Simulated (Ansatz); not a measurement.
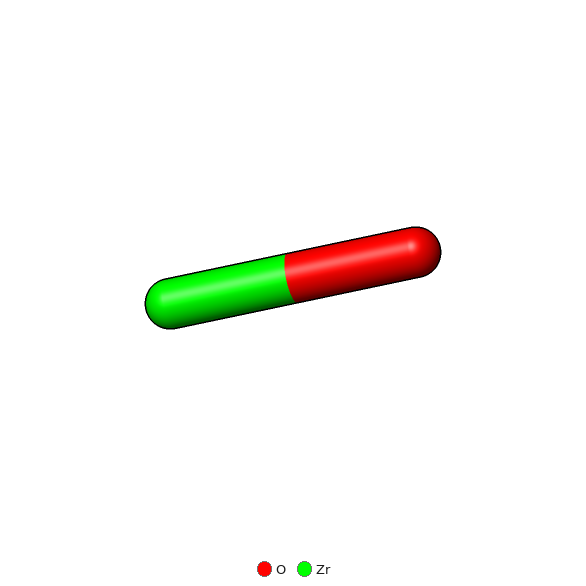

Starting geometry of the run.

Input file:

```yaml
crystal:
  periodic: [false, false, false]
  atoms:
    - {symbol: O, position_ang: [-0.724058, 0.257855, -0.367090]}
    - {symbol: Zr, position_ang: [0.724058, -0.257855, 0.367090]}
basis:
  gaussian: {orbitals: def2-mTZVPP}
total_charge: -1
magnetization: {spin_polarized: false, initial_magnetization: 1}
hamiltonian: {xc: {name: r2SCAN}}
output: {forces: true}
```

Command:

```sh
ansatz run in.yaml --threads 2 --pin off --events-out ev --progress --plain --max-ram 32768MiB --backend cpu
```

Output:

```
Functional definition: r2SCAN
  name "r2SCAN"
  cite "Furness, Kaplan, Ning, Perdew & Sun, J. Phys. Chem. Lett. 11, 8208 (2020) doi:10.1021/acs.jpclett.0c02405"
  cite "Furness, Kaplan, Ning, Perdew & Sun, J. Phys. Chem. Lett. 11, 9248 (2020) doi:10.1021/acs.jpclett.0c03077"
  parent r2scan
  parameter k0 = 0.174
  parameter k1 = 0.065
  parameter a1 = 4.9479
  exchange = r2scan_x(k0 = k0, k1 = k1, a1 = a1)
  correlation = r2scan_c
472 factors; their error is unknown
mean field evaluation 1: about -3324.0754 eV, gradient 4.3e1 eV
mean field evaluation 2: about -3300.8077 eV, gradient 1.1e2 eV
mean field evaluation 4: about -3325.2787 eV, gradient 1.7e1 eV
mean field evaluation 8: about -3327.7057 eV, gradient 3.5e-2 eV
mean field evaluation 16: about -3327.7051 eV, gradient 6.1e-4 eV
mean field evaluation 32: about -3325.1328 eV, gradient 1.4e1 eV
mean field evaluation 64: about -3327.7051 eV, gradient 1.1e-4 eV
mean field evaluation 96: about -3326.3521 eV, gradient 7.2e0 eV
mean field evaluation 128: about -3319.9108 eV, gradient 3.0e1 eV
mean field -3327.70509059 eV, -122.2909064795 hartree, gradient 9.9e-6 eV, S^2 0.750000; 12 other end points of the search recorded, 0 dependent functions left out
the calculation of the forces begins
reference -3327.70511702 eV, -122.2909074509 hartree; 11, 10 occupied and 46, 47 virtual orbitals, 472 factors
Total energy: -3327.70511702 eV, -122.2909074509 hartree
Atom 0 at    -0.724058     0.257855    -0.367090 Å, force    -2.835962     1.009956    -1.437804 eV/Å
Atom 1 at     0.724058    -0.257855     0.367090 Å, force     2.835962    -1.009956     1.437804 eV/Å
Dipole moment:    -0.113939     0.040576    -0.057766 e Å
```

The calculation finished and met its thresholds.
